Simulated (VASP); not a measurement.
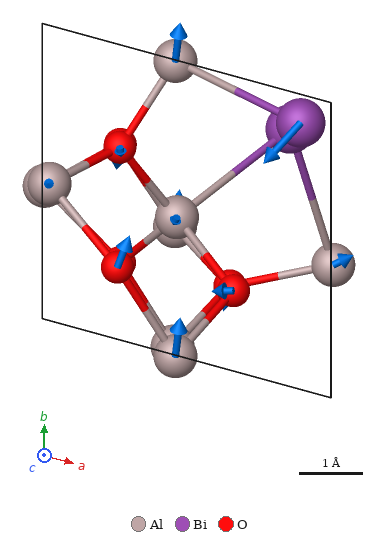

This is a relaxation of a crystal of Al3BiO3 (a generated structure, set up in P1). The starting structure is drawn; blue arrows show the displacements (the part carried along by the change of the cell is left out), 5 times their true length.

A ball-and-stick model of the cell of the calculation, seen along the c axis.

The run lets cell and atoms move.

These are results of Kohn-Sham DFT of a periodic cell, PBE, VASP PAW PBE potentials, recommended in VASP 6.6.1, not measurements.

Input
```
ALGO = Fast ; EDIFF = 1E-5
EDIFFG = -0.03 ; ENCUT = 520
GGA = PE ; IBRION = 2
ISIF = 3 ; ISMEAR = 0
ISYM = 0 ; KPAR = 2
LASPH = T ; LCHARG = F
LREAL = Auto ; LWAVE = F
NELM = 80 ; NSW = 110
PREC = Normal ; SIGMA = 0.05
```

Launched with:
```bash
cat potpaw_PBE.64/Al/POTCAR potpaw_PBE.64/Bi_d/POTCAR potpaw_PBE.64/O/POTCAR > POTCAR
mpirun -np 2 vasp_std > vasp.out
```

Describe the change and its energy.

Answer. Over 18 geometry steps the energy falls by 76.9 meV per atom. Largest force component: 3.5 eV/Å at the start, 0.02 eV/Å at the end. Pressure: 2.72 GPa at the start and 0.01 GPa at the end. The atom that moves furthest relative to the cell is a Bi atom (0.18 Å along [−2 −3 0]). By element the largest moves are Bi 0.18 Å, Al 0.15 Å, O 0.12 Å. The volume changes by +1.0 %, with a 4.868 → 4.829 Å (−0.8 %), b 4.853 → 4.831 Å (−0.5 %), c 9.514 → 9.654 Å (+1.5 %), α 102.3° → 100.9°, β 99.2° → 100.9°, γ 102.8° → 100.9°. Among the contacts that change: Al–Bi 3.195 → 3.500 Å, Al–Bi 3.286 → 3.502 Å, Al–Bi 3.026 → 2.812 Å, Al–O 1.675 → 1.860 Å. Bond angles that change, for instance: Al–O–Al 116.7° → 125.2°, O–Al–O 128.1° → 119.7°, Al–O–Al 121.7° → 113.9°. Within 0.06 Å the space group is P1 at the start and R3m at the end; at a tighter tolerance small leftover displacements or strains of the cell lower it.
